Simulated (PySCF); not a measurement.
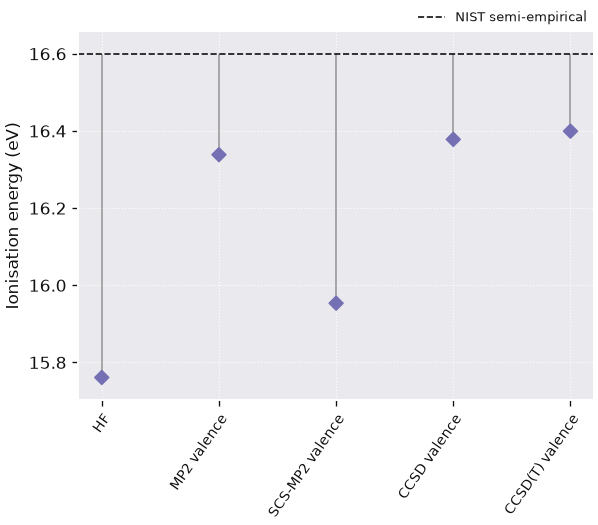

The ionisation energy of an atom or ion with 74 electrons in the configuration [Xe] 4f¹⁴ 5d⁵ 6s by several methods. PySCF, x2c-TZVPPall, spin-free X2C-1e, unrestricted single determinants, no spin-orbit coupling. Methods marked “valence” freeze 68 core electrons.

**Which atom or ion is it?**

Re⁺ (rhenium, Z = 75). The values run from 15.761 eV (HF) to 16.399 eV (CCSD(T) valence). The NIST semi-empirical value is 16.60 ± 0.5 eV; nearest to it come CCSD(T) valence (−0.201) and CCSD valence (−0.222), furthest HF (−0.839 eV).
